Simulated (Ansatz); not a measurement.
**Changed inputs in constrained RPA: RbRuF3 (cubic perovskite) (Pm-3m)**

Wanted: the sensitivity and cost of U and J for RbRuF3 (cubic perovskite) (Pm-3m).

Program: Ansatz 0.2.0. Level of theory: constrained RPA on LDA, plane waves, PAW. Results are calculated unless marked as measured.

The structure was built from a prototype and need not be the compound's stable phase.

## (1) The structure

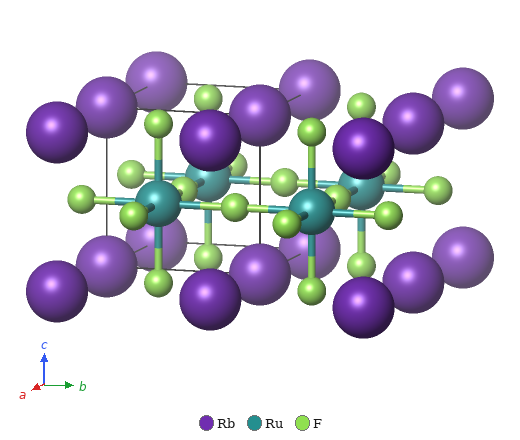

The starting structure, seen slightly off an axis (rubidium purple, ruthenium teal, fluorine green). 2×2×1 cells are drawn. Some periodic images of atoms are drawn too.

The structure was relaxed with LDA. The structure type comes from a generator and need not be one that this composition takes. The structure was generated from a model, not taken from a measurement. The runs that relaxed it are not among those shown. The program's search for lower electronic states was switched off, so nothing shows that the state found is the lowest. The default PAW set here is soft_2. Its files were made with PBE.

## (2) Base: Ru d, bands v3 to c2, 4×4×4 mesh, medium accuracy

Constrained RPA screens the interaction with every transition except those inside the target bands, which a later many-body model would treat itself.

The input, input.yaml:

```yaml
crystal:
  lattice:
    - [0.0, -4.11262159, 0.0]
    - [0.0, 0.0, 4.11262159]
    - [-4.11262159, 0.0, 0.0]
  atoms:
    - { symbol: Rb, position: [0.0, 0.0, 0.0] }
    - { symbol: Ru, position: [0.5, 0.5, 0.5] }
    - { symbol: F, position: [0.5, 0.5, 0.0] }
    - { symbol: F, position: [0.5, 0.0, 0.5] }
    - { symbol: F, position: [0.0, 0.5, 0.5] }
kpoints:
  mp_grid: { grid: [6, 6, 6] }
hamiltonian:
  xc: lda
scf:
  occupations: { method: gaussian, width: 0.08 }
  n_extra_bands: 19
  max_iter: 150
  lower_state_search: "off"
output:
  crpa:
    kmesh: [4, 4, 4]
    target_bands: [v3, c2]
    projections: [{ species: Ru, l: d, shell: 4 }]
  local_orbitals:
    kmesh: [8, 8, 8]
    orbitals: [{ species: Ru, l: d, shell: 4 }]
    window: { bands: [v3, c2] }
    seedname: lo
```

Run with:

```bash
$ ansatz run input.yaml --threads 4 --pin off --max-ram 9216MiB --backend cpu --events-out ev --progress --plain --runs-dir out
```

Numbers of over 12 decimals in the logs are rounded to 6 here.

Output:

```text
scf.n_extra_bands = 19 over 23 filled bands (N_el = 46.0): the run solves 42 bands
Engine: ansatz 0.2.0, x86_64-unknown-linux-gnu
Pseudopotentials: kind: paw
Pseudopotential: Rb, paw, valence charge 9, recommended cutoff 420 eV (normal), Rb.paw.azcp
Pseudopotential: Ru, paw, valence charge 16, recommended cutoff 420 eV (normal), Ru.paw.azcp
Pseudopotential: F, paw, valence charge 7, recommended cutoff 420 eV (normal), F.paw.azcp
Functional definition: SPW92
  exchange = slater_x
  correlation = pw_c
Crystal: 5 atoms, lattice volume = 69.559 Å³
Basis set: ecut = 420 eV, 1357 PW (Γ)
Bands: 42, of which v1, the nominal top of the filled ones, is band 23 counted from 1 (22 counted from 0)
Symmetry: 48 space group operations
Space group: Pm-3m (ITA 221), of the structure as read, at distance tolerance 4.1e-5 Å
k-points: 20 of 216
Non-local potential: Rb, projectors of the file, l = 0: 3, l = 1: 2, l = 2: 2
Non-local potential: Ru, projectors of the file, l = 0: 3, l = 1: 2, l = 2: 2, l = 3: 1
Non-local potential: F, projectors of the file, l = 0: 2, l = 1: 2, l = 2: 1
PAW form: soft (Blöchl's): semilocal exchange-correlation on the pseudo side does not see the compensation charge
PAW frozen core: Rb, regenerated for the run's functional, and the local potential with it (the file was generated under x = pbe(κ = 0.804, μ = 0.219515), c = pbe(β = 0.066725))
PAW frozen core: Ru, regenerated for the run's functional, and the local potential with it (the file was generated under x = pbe(κ = 0.804, μ = 0.219515), c = pbe(β = 0.066725))
PAW frozen core: F, regenerated for the run's functional, and the local potential with it (the file was generated under x = pbe(κ = 0.804, μ = 0.219515), c = pbe(β = 0.066725))
PAW one-centre angular grid: Rb, 110 points (default); XC on 64 Gauss nodes
PAW one-centre angular grid: Ru, 590 points (default); XC on 64 Gauss nodes
PAW one-centre angular grid: F, 110 points (default); XC on 64 Gauss nodes
Initial density: superposition of atomic densities (neutral atoms: chi_scale 0, normalization atom), corrected by the library's trained network
Initial wavefunctions: pseudopotential atomic-orbital guess
Functional: x = slater, c = lda
SCF iter   1: F=—  HF=-11310.419762 eV  |F-HF|=—  |Δ(HF+E_count)|=         —  Δρ=1.84e-2  dr2=1.59e-1  ethr=1.77e-3  ⟨swp⟩=6.0  Hψ=3916  notcnv=0  defer=141
preconditioner: auto → LDOS  [insulator: Δε(μ)=0.080 eV  Ē_g=21.043 eV  σ=0.080 eV  W_gap=0.51  n_scr=18 (ndim 8)  ℏωp=27.4 eV  f_vac=0.043  D(μ)=5.38/eV (n_scr^D=56)  ε∞_Penn≈2.7  β→1.0]
SCF iter   2: F=—  HF=-11310.384119 eV  |F-HF|=—  |Δ(HF+E_count)|=   3.56e-2  Δρ=1.06e-2  dr2=3.96e-2  ethr=3.45e-4  ⟨swp⟩=2.0  Hψ=1507  notcnv=0  defer=230
[...]
NSCF: frozen V_eff on 38 k-points
NSCF: frozen V_eff on 10 k-points
[...]
cRPA screening: q 1/64
cRPA screening: q 2/64
cRPA screening: q 8/64 (q-point 3)
cRPA screening: q 11/64 (q-point 6)
cRPA screening: q 23/64 (q-point 7)
cRPA screening: q 35/64 (q-point 11)
cRPA screening: q 38/64 (q-point 22)
cRPA screening: q 46/64 (q-point 23)
cRPA screening: q 58/64 (q-point 27)
cRPA screening: q 64/64 (q-point 43)
SCF converged after 8 iterations
Free energy (F): -11310.370807 eV
Harris-Foulkes:  -11310.370807 eV  (|F-HF|=8.93e-10)
Internal energy: -11310.353936 eV  (E = F + TS)
E sigma→0 (E₀):  -11310.362371 eV
Entropy (-TS):   -0.016871 eV (-3.374 meV/atom)
Fermi energy:    10.140976 eV
--- Per-component energies (eV) ---
  E_band       = -334.529834
  E_kinetic    = 1325.541614
  E_local      = -4345.009444  (includes V_loc(G=0)·N_el)
  E_nonlocal   = 760.816961
  E_hartree    = 1534.151148
  E_xc         = -550.645987
  E_vxc        = -675.682504  (∫ρ·V_xc dr)
  E_paw        = -6429.798626  (= ΣΔE_a)
  E_vpaw       = -468.502691  (= ΣTr[D̂ρ^β])
  E_aug_tail   = 0.006123  (compensation charges beyond the density's cutoff)
  E_ewald      = -3606.598424
  E_core_change = 1.182699  (= ΣΔE_core)
  E_smearing   = -0.016871  (= −TS)
  E_closure    = 0.000000  (closes the sum)
  Σ components = -11310.370807   (vs F -11310.370807, Δ=0.00e0)
--- Band table (eV; the first three rows and the last of 20) ---
  k-point 0: bands = [... 19 lower, 4.3063, 8.5104, 8.5104, 8.5104, 9.8344, 9.8344, 11.9838, 14.6296, ... 15 higher]
  k-point 1: bands = [... 19 lower, 4.2190, 8.5276, 8.7917, 8.7917, 9.8420, 10.3799, 12.5066, 14.8632, ... 15 higher]
  k-point 2: bands = [... 19 lower, 4.0701, 8.5625, 9.3329, 9.3329, 9.8558, 11.1724, 13.7711, 15.3652, ... 15 higher]
  k-point 19: bands = [... 19 lower, 4.6087, 10.2871, 10.2871, 10.2871, 13.1924, 13.1924, 15.0626, 15.0626, ... 15 higher]
--- cRPA (band scheme, projected local orbitals): target bands 21..25 (1-based), 5 Wannier function(s), 4×4×4 mesh, 50 bands' worth read of 55 solved, ecut_chi 136.0 eV, v(q+G=0) probe_charge, pair densities all_electron ---
  bands read: the sum over 50 bands ends inside a degenerate multiplet in 15 slots, whose members it reads at an even weight; the widest, k=42: bands 49 to 51 (counted from 1) at 2/3 each
  χ-basis size per q: N_G = 236..280
  window electrons = 6.0000, filled by tetrahedron_uncorrected; constrained ε̄⁻¹(q = 0, 0) head = 0.346432; min gauge Gram eig = 0.6898
  Kanamori averages over each shell's own Wannier functions (sites counted from 0, functions from 1):
    Site 1, 4D, 5 of 5 d orbitals (Wannier functions 1, 2, 3, 4, 5; wannier90's mr 1, 2, 3, 4, 5):
      screened: U = 5.3096 eV, U' = 4.4998 eV, J = 0.3949 eV
      screened d-shell averages: U_bar = F0 = 4.6618 eV, J_bar = 0.5569 eV
      screened, to within: U = 1.1e-2 eV, U' = 1.1e-2 eV, J = 7.8e-4 eV
      screened d-shell averages, to within: U_bar = 9.5e-3 eV, J_bar = 1.2e-3 eV
      bare: V = 14.5537 eV, V' = 13.4575 eV, J = 0.5190 eV
      bare d-shell averages: V_bar = F0 = 13.6767 eV, J_bar = 0.7383 eV
  Hermiticity witness max|P − P†| over intra, direct and exchange elements: 8.88e-15 eV (screened), 1.78e-15 eV (bare)
  Reality witness max|Im| over intra, direct and exchange elements: 3.62e-18 eV (screened), 1.05e-17 eV (bare)
```

Run time: 40 s. Hardware: 4 threads of Intel Xeon 6975P-C (Granite Rapids), shared host; peak memory 0.66 GiB.

Reading the cycles: dr2 is the Hartree energy of the density residual (eV), the measure of convergence; HF is the Harris–Foulkes estimate of the energy, which meets the free energy F at convergence.

Numbers from this step:

| Item | Value |
| --- | --- |
| U | 5.310 eV |
| U prime (inter-orbital) | 4.500 eV |
| J | 0.3949 eV |
| bare V | 14.55 eV |
| bare J | 0.5190 eV |
| stated bound on U | 0.01093 eV |
| U over bare V | 0.3648 |
| electrons in the window | 6.000 |
| head of the constrained inverse dielectric matrix | 0.3464 |
| least eigenvalue of the projection's overlap | 0.6898 |
| target functions | 5 |
| bands in the sums | 50 |
| r.m.s. miss of the model bands | 9.55e-5 eV |
| width of the target bands | 4.682 eV |
| weight of the projected orbitals in the window | 0.8387 |

On the Ru d shell, screening brings the on-site interaction from 14.6 eV down to U = 5.31 eV.

## (3) Changed: 2×2×2 mesh

input.yaml, as its differences from that of step 2:

```diff
@@ -22,9 +22,4 @@
   crpa:
-    kmesh: [4, 4, 4]
+    kmesh: [2, 2, 2]
     target_bands: [v3, c2]
     projections: [{ species: Ru, l: d, shell: 4 }]
-  local_orbitals:
-    kmesh: [8, 8, 8]
-    orbitals: [{ species: Ru, l: d, shell: 4 }]
-    window: { bands: [v3, c2] }
-    seedname: lo
```

Output:

```text
[...]
Crystal: 5 atoms, lattice volume = 69.559 Å³
Basis set: ecut = 420 eV, 1357 PW (Γ)
Bands: 42, of which v1, the nominal top of the filled ones, is band 23 counted from 1 (22 counted from 0)
Symmetry: 48 space group operations
[...]
k-points: 20 of 216
[...]
SCF iter   1: F=—  HF=-11310.419762 eV  |F-HF|=—  |Δ(HF+E_count)|=         —  Δρ=1.84e-2  dr2=1.59e-1  ethr=1.77e-3  ⟨swp⟩=6.0  Hψ=3916  notcnv=0  defer=141
[...]
SCF iter   8: F=-11310.370807 eV  HF=-11310.370807 eV  |F-HF|=8.93e-10  |Δ(HF+E_count)|=   1.85e-8  Δρ=1.83e-6  dr2=1.30e-9  ethr=2.17e-10  ⟨swp⟩=9.8  Hψ=3796  notcnv=0
SCF 1 converged in 8 iterations: F = -11310.370807 eV  dr2 = 1.30e-9
[...]
NSCF: frozen V_eff on 4 k-points
[...]
cRPA screening: q 1/8
cRPA screening: q 2/8
cRPA screening: q 5/8 (q-point 4)
cRPA screening: q 8/8
SCF converged after 8 iterations
Free energy (F): -11310.370807 eV
[...]
Internal energy: -11310.353936 eV  (E = F + TS)
E sigma→0 (E₀):  -11310.362371 eV
Entropy (-TS):   -0.016871 eV (-3.374 meV/atom)
Fermi energy:    10.140976 eV
[...]
--- Band table (eV; the first three rows and the last of 20) ---
  k-point 0: bands = [... 19 lower, 4.3063, 8.5104, 8.5104, 8.5104, 9.8344, 9.8344, 11.9838, 14.6296, ... 15 higher]
  k-point 1: bands = [... 19 lower, 4.2190, 8.5276, 8.7917, 8.7917, 9.8420, 10.3799, 12.5066, 14.8632, ... 15 higher]
  k-point 2: bands = [... 19 lower, 4.0701, 8.5625, 9.3329, 9.3329, 9.8558, 11.1724, 13.7711, 15.3652, ... 15 higher]
  k-point 19: bands = [... 19 lower, 4.6087, 10.2871, 10.2871, 10.2871, 13.1924, 13.1924, 15.0626, 15.0626, ... 15 higher]
[...]
χ-basis size per q: N_G = 236..280
[...]
screened: U = 5.6281 eV, U' = 4.7992 eV, J = 0.4031 eV
      screened d-shell averages: U_bar = F0 = 4.9650 eV, J_bar = 0.5689 eV
      screened, to within: U = 1.1e-2 eV, U' = 1.1e-2 eV, J = 7.7e-4 eV
      screened d-shell averages, to within: U_bar = 9.3e-3 eV, J_bar = 1.2e-3 eV
      bare: V = 14.8686 eV, V' = 13.7590 eV, J = 0.5283 eV
      bare d-shell averages: V_bar = F0 = 13.9809 eV, J_bar = 0.7502 eV
[...]
```

The job ended after 4.9 s (4 threads; peak memory 0.55 GiB).

Numbers from this step:

| Item | Value |
| --- | --- |
| U | 5.628 eV |
| U prime (inter-orbital) | 4.799 eV |
| J | 0.4031 eV |
| bare V | 14.87 eV |
| bare J | 0.5283 eV |
| stated bound on U | 0.01067 eV |
| U over bare V | 0.3785 |
| electrons in the window | 6.000 |
| head of the constrained inverse dielectric matrix | 0.3228 |
| least eigenvalue of the projection's overlap | 0.6898 |
| target functions | 5 |
| bands in the sums | 50 |
| width of the target bands | 4.682 eV |
| weight of the projected orbitals in the window | 0.8387 |

On the Ru d shell, screening brings the on-site interaction from 14.9 eV down to U = 5.63 eV.

## (4) Changed: 6×6×6 mesh

input.yaml, as its differences from that of step 3:

```diff
@@ -22,3 +22,3 @@
   crpa:
-    kmesh: [2, 2, 2]
+    kmesh: [6, 6, 6]
     target_bands: [v3, c2]
```

Output:

```text
[...]
Crystal: 5 atoms, lattice volume = 69.559 Å³
Basis set: ecut = 420 eV, 1357 PW (Γ)
Bands: 42, of which v1, the nominal top of the filled ones, is band 23 counted from 1 (22 counted from 0)
Symmetry: 48 space group operations
[...]
k-points: 20 of 216
[...]
χ-basis size per q: N_G = 236..280
[...]
screened: U = 5.2825 eV, U' = 4.4733 eV, J = 0.3946 eV
      screened d-shell averages: U_bar = F0 = 4.6351 eV, J_bar = 0.5565 eV
      screened, to within: U = 1.1e-2 eV, U' = 1.1e-2 eV, J = 7.7e-4 eV
      screened d-shell averages, to within: U_bar = 9.5e-3 eV, J_bar = 1.2e-3 eV
      bare: V = 14.5325 eV, V' = 13.4367 eV, J = 0.5188 eV
      bare d-shell averages: V_bar = F0 = 13.6558 eV, J_bar = 0.7379 eV
[...]
[key lines of the parts left out:]
SCF converged after 8 iterations
Free energy (F): -11310.370807 eV
Fermi energy:    10.140976 eV
```

The job ended after 4 min (4 threads; peak memory 0.88 GiB).

Numbers from this step:

* U: 5.282 eV
* U prime (inter-orbital): 4.473 eV
* J: 0.3946 eV
* bare V: 14.53 eV
* bare J: 0.5188 eV
* stated bound on U: 0.01096 eV
* U over bare V: 0.3635
* electrons in the window: 6.000
* head of the constrained inverse dielectric matrix: 0.3474
* least eigenvalue of the projection's overlap: 0.6898
* target functions: 5
* bands in the sums: 50
* width of the target bands: 4.682 eV
* weight of the projected orbitals in the window: 0.8387

On the Ru d shell, screening brings the on-site interaction from 14.5 eV down to U = 5.28 eV.

## (5) Changed: sums over states

input.yaml, as its differences from that of step 4:

```diff
@@ -22,4 +22,7 @@
   crpa:
-    kmesh: [6, 6, 6]
+    kmesh: [4, 4, 4]
     target_bands: [v3, c2]
     projections: [{ species: Ru, l: d, shell: 4 }]
+    accuracy: sum_over_states
+    n_empty_bands: 92
+    ecut_chi: 250
```

Output:

```text
[...]
Crystal: 5 atoms, lattice volume = 69.559 Å³
Basis set: ecut = 420 eV, 1357 PW (Γ)
Bands: 42, of which v1, the nominal top of the filled ones, is band 23 counted from 1 (22 counted from 0)
Symmetry: 48 space group operations
[...]
k-points: 20 of 216
[...]
χ-basis size per q: N_G = 610..647
[...]
U and J over all bands: no bound (output.crpa.accuracy: sum_over_states); those below are of the sums over the bands read on the sphere of ecut_chi, with what the atoms add
[...]
screened: U = 5.3732 eV, U' = 4.5109 eV, J = 0.4206 eV
      screened d-shell averages: U_bar = F0 = 4.6834 eV, J_bar = 0.5931 eV
      bare: V = 14.5537 eV, V' = 13.4575 eV, J = 0.5190 eV
      bare d-shell averages: V_bar = F0 = 13.6767 eV, J_bar = 0.7383 eV
[...]
[key lines of the parts left out:]
SCF converged after 8 iterations
Free energy (F): -11310.370807 eV
Fermi energy:    10.140976 eV
```

Elapsed: 9.3 s, on 4 threads; peak memory 0.72 GiB.

This variant gives U = 5.37 eV against 5.31 eV. It is a finite sum over empty states with no bound on its error and stays out of the table below.

## (6) Changed: accuracy high

input.yaml, as its differences from that of step 5:

```diff
@@ -25,4 +25,2 @@
     projections: [{ species: Ru, l: d, shell: 4 }]
-    accuracy: sum_over_states
-    n_empty_bands: 92
-    ecut_chi: 250
+    accuracy: high
```

Output:

```text
[...]
Crystal: 5 atoms, lattice volume = 69.559 Å³
Basis set: ecut = 420 eV, 1357 PW (Γ)
Bands: 42, of which v1, the nominal top of the filled ones, is band 23 counted from 1 (22 counted from 0)
Symmetry: 48 space group operations
[...]
k-points: 20 of 216
[...]
χ-basis size per q: N_G = 236..280
[...]
screened: U = 5.3113 eV, U' = 4.5013 eV, J = 0.3951 eV
      screened d-shell averages: U_bar = F0 = 4.6633 eV, J_bar = 0.5571 eV
      screened, to within: U = 5.3e-4 eV, U' = 5.3e-4 eV, J = 5.3e-5 eV
      screened d-shell averages, to within: U_bar = 4.4e-4 eV, J_bar = 7.5e-5 eV
      bare: V = 14.5537 eV, V' = 13.4575 eV, J = 0.5190 eV
      bare d-shell averages: V_bar = F0 = 13.6767 eV, J_bar = 0.7383 eV
[...]
[key lines of the parts left out:]
SCF converged after 8 iterations
Free energy (F): -11310.370807 eV
Fermi energy:    10.140976 eV
```

Run time: 66 s. Hardware: 4 threads; peak memory 0.75 GiB.

Numbers from this step:

* U: 5.311 eV
* U prime (inter-orbital): 4.501 eV
* J: 0.3951 eV
* bare V: 14.55 eV
* bare J: 0.5190 eV
* stated bound on U: 5.23e-4 eV
* U over bare V: 0.3649
* electrons in the window: 6.000
* head of the constrained inverse dielectric matrix: 0.3465
* least eigenvalue of the projection's overlap: 0.6898
* target functions: 5
* bands in the sums: 50
* width of the target bands: 4.682 eV
* weight of the projected orbitals in the window: 0.8387

On the Ru d shell, screening brings the on-site interaction from 14.6 eV down to U = 5.31 eV.

(Part 1 of 2 ends here.)

[Paths, hosts, dates, memory and timing lines, banners, echoed tables and standing remarks are left out of the program output.]

[Logs are printed without paths, hosts, clocks, repeated set-up lines and the standing remarks that a program may print on its own settings, such as how far it seeks lower states.]

[Runs of the session that timed out or met a known fault of the program may be left out.]

[Hosts, paths, dates, database ids (printed as entryN), source tags and the programs' standing remarks are cut or masked in the printed files.]
